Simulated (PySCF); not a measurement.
**C2H6Sn (SMILES [CH3][Sn][CH3]), step by step**

We compute a geometry optimisation (PBE38/STO-3G), then the energy (CCSD(T)/LANL2DZ), then quasiparticle energies (G0W0@OLYP/LANL2DZ) of C2H6Sn. The job is set up through a Python script.

The calculation is run with PySCF 2.14.0.

1 further run of the same task is left out (for a faulty analytic Hessian).

## Step 1: The structure to begin with

The species is C2H6Sn (9 atoms), meant as a singlet with charge 0. As SMILES, `[CH3][Sn][CH3]`. The shape comes from a force field and isn't a relaxed structure. The run starts from this shape.

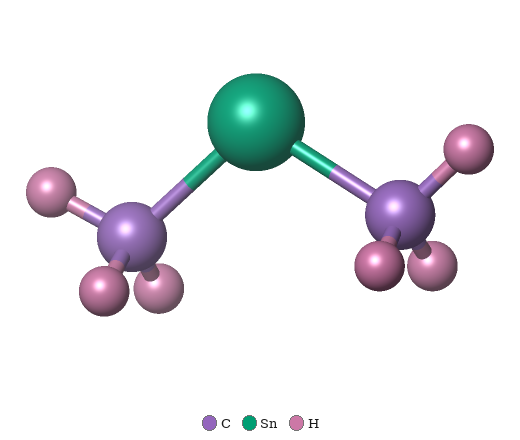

Viewed from a chosen angle; carbon purple, tin teal, hydrogen pink.

## Step 2: A geometry optimisation at PBE38/STO-3G (sfX2C, density fitting) (run 1)

job.py

```python
# [CH3][Sn][CH3]
from pyscf import gto, dft
from pyscf import df
from pyscf.geomopt.geometric_solver import kernel as optimise

molecule = gto.M(
    atom='''
C   -0.855400   1.088500  -0.963000
Sn   1.038000   0.313300  -0.600700
C    0.864200  -1.141600   0.949300
H   -1.518100   0.330800  -1.287400
H   -0.836000   1.883100  -1.800800
H   -1.287900   1.627000  -0.051400
H    0.231500  -1.949300   0.653900
H    1.938900  -1.554500   1.157200
H    0.513200  -0.643500   1.925800
''',
    basis='sto-3g',
    max_memory=1860,
    verbose=3,
)

mf = dft.RKS(molecule, xc='pbe38')
mf = mf.x2c()
mf = mf.density_fit(auxbasis=df.aug_etb(molecule, beta=2.0))
converged, mol_eq = optimise(mf, maxsteps=100)
print('converged:', converged)
print(mol_eq.tostring())

mf.reset(mol_eq)
molecule = mol_eq
mf.kernel()
e_final = mf.e_tot
print('E = %.10f Eh' % e_final)
```

The run is started by

```console
$ OMP_NUM_THREADS=1 python job.py
```

The log of the run:

```text
maxiter                   100
----------------------------------------------------------
Custom engine selected.
Bonds will be generated from interatomic distances less than 1.20 times sum of covalent radii
27 internal coordinates being used (instead of 27 Cartesians)
Internal coordinate system (atoms numbered from 1):
Distance 1-2
Distance 1-4
Distance 1-5
Distance 1-6
Distance 2-3
Distance 3-7
Distance 3-8
Distance 3-9
Angle 2-1-4
Angle 2-1-5
Angle 2-1-6
Angle 4-1-5
Angle 4-1-6
Angle 5-1-6
Angle 1-2-3
Angle 2-3-7
Angle 2-3-8
Angle 2-3-9
Angle 7-3-8
Angle 7-3-9
Angle 8-3-9
Dihedral 4-1-2-3
Dihedral 5-1-2-3
Dihedral 6-1-2-3
Dihedral 1-2-3-7
Dihedral 1-2-3-8
Dihedral 1-2-3-9
Translation-X 1-9
Translation-Y 1-9
Translation-Z 1-9
Rotation-A 1-9
Rotation-B 1-9
Rotation-C 1-9
> ===== Optimization Info: ====
[... 3 lines left out ...]
> Convergence Criteria:
> Will converge when all 5 criteria are reached:
[... 16 lines left out ...]
WARN: Mole.unit (angstrom) is changed to Bohr
[... 1 line left out ...]
converged SCF energy = -6148.2911150438
[... 9 lines left out ...]
Step    0 : Gradient = 4.724e-02/6.773e-02 (rms/max) Energy = -6148.2911150438
[... 10 lines left out ...]
converged SCF energy = -6148.30972020661
[... 20 lines left out ...]
converged SCF energy = -6148.31440360026
[... 20 lines left out ...]
converged SCF energy = -6148.31474315262
[... 20 lines left out ...]
converged SCF energy = -6148.31478429577
[... 20 lines left out ...]
converged SCF energy = -6148.31478571152
[... 20 lines left out ...]
converged SCF energy = -6148.31478591959
[... 11 lines left out ...]
Converged! =D
[... 1 line left out ...]
converged: True
C          -0.74147400        0.98927540       -0.86890369
Sn          1.27669145        0.39156228       -0.71180241
C           0.82246564       -0.98060614        0.82652984
[... 5 lines of this table left out ...]
H           0.37622193       -0.47205173        1.68516094
converged SCF energy = -6148.3147859196
E = -6148.3147859196 Eh
```

Wall time 72 s (1 thread of Intel Xeon at 2.50GHz (Skylake/Cascade Lake), shared host); peak memory 0.48 GiB.

The path in brief:

| step | energy from the first frame kept (eV) | largest force (eV/Å) |
| --- | --- | --- |
| 0 | 0.0000 | 3.4828 |
| 1 | -0.5063 | 1.2169 |
| 2 | -0.6337 | 0.3619 |
| 3 | -0.6430 | 0.1078 |
| 4 | -0.6441 | 0.0458 |
| 5 | -0.6441 | 0.0124 |
| 6 | -0.6441 | 0.0025 |

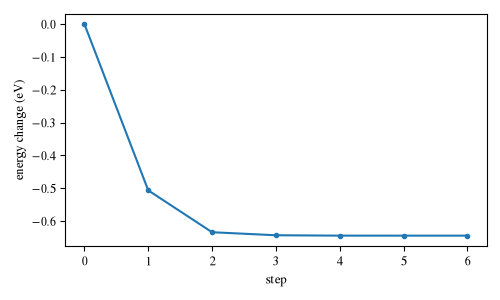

Energy along the run.

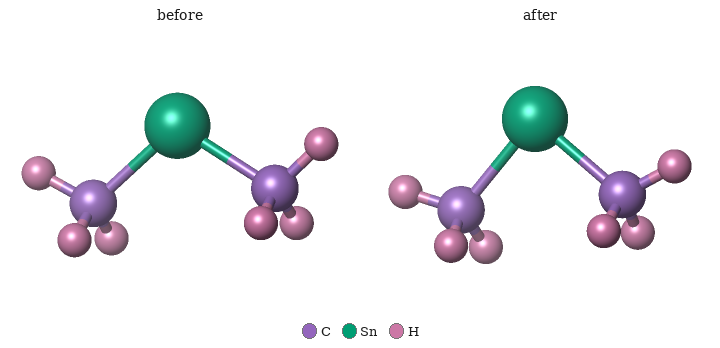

Before and after, at one scale.

After the run. Bond lengths: C1–Sn2 2.111 Å, Sn2–C3 2.111 Å, C1–H4 1.093 Å, C1–H5 1.090 Å, C1–H6 1.093 Å, C3–H7 1.093 Å, C3–H8 1.090 Å, C3–H9 1.093 Å. Some angles: C1–Sn2–C3 91.9°, Sn2–C1–H4 111.1°, Sn2–C1–H5 114.0°, Sn2–C1–H6 111.0°, Sn2–C3–H7 111.1°, Sn2–C3–H8 114.1°, Sn2–C3–H9 111.0°, H4–C1–H5 107.1°, H4–C1–H6 106.1°, H5–C1–H6 107.1°.

## Step 3: A single-point energy at CCSD(T)/LANL2DZ (core potential) (run 3)

geometry.xyz

```xyz
9
C2H6Sn
C     -0.741474     0.989275    -0.868904
Sn     1.276691     0.391562    -0.711802
C      0.822466    -0.980606     0.826530
H     -1.385925     0.138562    -1.104952
H     -0.921632     1.749591    -1.629031
H     -1.106100     1.390486     0.080288
H      0.084651    -1.714987     0.493296
H      1.684926    -1.536049     1.195404
H      0.376222    -0.472052     1.685161
```

calc.py

```python
from pyscf import gto, scf, cc

mol = gto.M(
    atom='geometry.xyz',
    ecp={'Sn': 'lanl2dz'},
    spin=0,
    verbose=4,
    basis='lanl2dz',
    max_memory=1860,
)

calc0 = scf.RHF(mol)
calc0.kernel()

mycc = cc.CCSD(calc0, frozen=2)
mycc.kernel()
e_t = mycc.ccsd_t()
e_tot = mycc.e_tot + e_t
print('Final energy', e_tot)
dip = calc0.dip_moment()
pop, q = calc0.mulliken_pop()
```

The run is started by

```console
$ OMP_NUM_THREADS=1 python calc.py
```

The log of the run:

```text
PySCF version 2.14.0

[... 59 lines left out ...]
converged SCF energy = -82.4249755422682
[... 12 lines left out ...]
Init t2, MP2 energy = -82.6403959272554  E_corr(MP2) -0.215420384987171
[... 11 lines left out ...]
CCSD converged
[... 2 lines left out ...]
Final energy -82.68331603954294
Dipole moment(X, Y, Z, Debye): -0.35280, -0.10893,  0.19794
[... 9 lines left out ...]
pop of  0 C 3pz           0.24497
pop of  1 Sn 5s           0.43421
pop of  1 Sn 6s           1.31998
pop of  1 Sn 5px          0.54275
pop of  1 Sn 5py          0.22311
pop of  1 Sn 5pz          0.27142
pop of  1 Sn 6px          0.23298
pop of  1 Sn 6py          0.03487
pop of  1 Sn 6pz          0.08070
pop of  2 C 1s            1.99942
pop of  2 C 2s            0.67268
pop of  2 C 3s            0.85551
pop of  2 C 2px           0.88376
pop of  2 C 2py           0.90467
pop of  2 C 2pz           0.91200
pop of  2 C 3px           0.23706
pop of  2 C 3py           0.29064
pop of  2 C 3pz           0.30249
pop of  3 H 1s            0.50689
pop of  3 H 2s            0.28145
pop of  4 H 1s            0.51233
pop of  4 H 2s            0.28263
pop of  5 H 1s            0.50684
pop of  5 H 2s            0.28159
pop of  6 H 1s            0.50690
pop of  6 H 2s            0.28143
pop of  7 H 1s            0.51231
pop of  7 H 2s            0.28266
pop of  8 H 1s            0.50682
pop of  8 H 2s            0.28165
 ** Mulliken atomic charges  **
charge of    0C =     -1.05825
charge of    1Sn =      0.85999
charge of    2C =     -1.05822
charge of    3H =      0.21166
charge of    4H =      0.20504
charge of    5H =      0.21157
charge of    6H =      0.21166
charge of    7H =      0.20502
charge of    8H =      0.21153
```

Wall time 3.6 s (1 thread of Intel Xeon at 2.50GHz (Skylake/Cascade Lake), shared host); peak memory 0.13 GiB.

## Step 4: Quasiparticle energies at G0W0@OLYP/LANL2DZ (core potential) (run 4)

calc.py

```python
from pyscf import gto, dft, gw

molecule = gto.M(
    atom='''
C       -0.741474       0.989275      -0.868904
Sn       1.276691       0.391562      -0.711802
C        0.822466      -0.980606       0.826530
H       -1.385925       0.138562      -1.104952
H       -0.921632       1.749591      -1.629031
H       -1.106100       1.390486       0.080288
H        0.084651      -1.714987       0.493296
H        1.684926      -1.536049       1.195404
H        0.376222      -0.472052       1.685161
''',
    verbose=3,
    basis='lanl2dz',
    ecp={'Sn': 'lanl2dz'},
    charge=0,
    max_memory=1860,
)

mf = dft.RKS(molecule, xc='olyp')
mf.kernel()

e_final = mf.e_tot
print(f'total energy: {e_final:.8f} hartree')

nocc = molecule.nelec[0]
orbs = list(range(max(0, nocc - 3), min(molecule.nao, nocc + 3)))
mygw = gw.GW(mf, freq_int='cd')
mygw.kernel()
print('orbital   mean field (eV)   quasiparticle (eV)')
for p in orbs:
    print('%4d %12.4f %12.4f' % (p + 1, mf.mo_energy[p] * 27.211386, mygw.mo_energy[p] * 27.211386))
```

The run is started by

```console
$ OMP_NUM_THREADS=1 python calc.py
```

The log of the run:

```text
converged SCF energy = -83.1121675292048
total energy: -83.11216753 hartree

WARN: Even tempered Gaussians are generated as DF auxbasis for  C H Sn

orbital   mean field (eV)   quasiparticle (eV)
   9      -8.9460     -11.9727
  10      -6.1706      -8.4819
  11      -4.5180      -6.7598
  12      -2.5757       0.5648
  13       0.3473       3.2632
  14       1.3896       4.2119
```

It took 80 s on 1 thread of Intel Xeon at 2.50GHz (Skylake/Cascade Lake), shared host; peak memory 0.25 GiB.

## Step 5: Results

| quantity | value |
| --- | --- |
| run 1, PBE38/STO-3G: total energy at the end | -6148.31479 Eh |
| run 1, PBE38/STO-3G: dipole moment | 0.34 D |
| run 1, PBE38/STO-3G: HOMO energy | -3.52 eV |
| run 1, PBE38/STO-3G: LUMO energy | 1.33 eV |
| run 1, PBE38/STO-3G: HOMO–LUMO gap | 4.85 eV |
| run 3, CCSD(T)/LANL2DZ: total energy | -82.68332 Eh |
| run 3, CCSD(T)/LANL2DZ: dipole moment (Hartree–Fock density) | 0.42 D |
| run 3, CCSD(T)/LANL2DZ: HOMO energy (Hartree–Fock orbitals) | -7.79 eV |
| run 3, CCSD(T)/LANL2DZ: LUMO energy (Hartree–Fock orbitals) | 0.65 eV |
| run 3, CCSD(T)/LANL2DZ: HOMO–LUMO gap (Hartree–Fock orbitals) | 8.44 eV |
| run 3, CCSD(T)/LANL2DZ: correlation energy (2 core orbitals frozen) | -258.3 mEh |
| run 3, CCSD(T)/LANL2DZ: (T) correction | -4.46 mEh |
| run 3, CCSD(T)/LANL2DZ: T1 diagnostic | 0.009 |
| run 4, G0W0@OLYP/LANL2DZ: ground-state or mean-field energy | -83.11217 Eh |
| run 4, G0W0@OLYP/LANL2DZ: dipole moment (OLYP Kohn–Sham density) | 0.71 D |
| run 4, G0W0@OLYP/LANL2DZ: HOMO energy (OLYP Kohn–Sham orbitals) | -4.52 eV |
| run 4, G0W0@OLYP/LANL2DZ: LUMO energy (OLYP Kohn–Sham orbitals) | -2.58 eV |
| run 4, G0W0@OLYP/LANL2DZ: HOMO–LUMO gap (OLYP Kohn–Sham orbitals) | 1.94 eV |

In words: The optimisation (run 1, PBE38/STO-3G) took 6 steps and changed the energy by -0.644 eV. Mulliken charges (run 1, PBE38/STO-3G) run from -0.43 on C1 to +0.51 on Sn2; they depend strongly on the basis. The basis (run 1, PBE38/STO-3G) was contracted for non-relativistic atoms, which limits what the relativistic Hamiltonian can do in the core. The triples (run 3, CCSD(T)/LANL2DZ) make up 1.7 % of the correlation energy.
